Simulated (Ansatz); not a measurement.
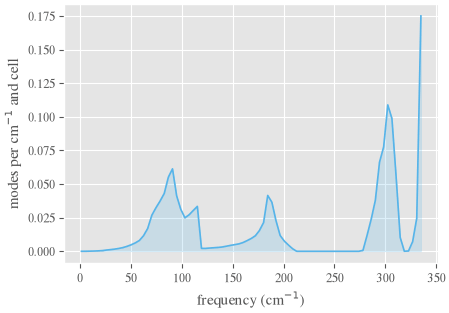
Figure: Phonon density of states of ZnS in the zinc blende structure; finite displacements on a 6×6×6 mesh, Ansatz (a first-principles code), PBEsol functional, plane-wave PAW, k mesh 6×6×6

Another polymorph of this substance is known too; which is more stable was not tested here. Dynamical quadrupoles are not included in the interpolation of the phonons between the solved wave vectors.

Task: Where is the tallest peak, and is there a gap in the spectrum?

Result: The tallest peak lies near 330 cm⁻¹. There is at least one gap; the lowest begins near 220 cm⁻¹.

The PAW data sets were generated under PBE and serve the other functionals too.
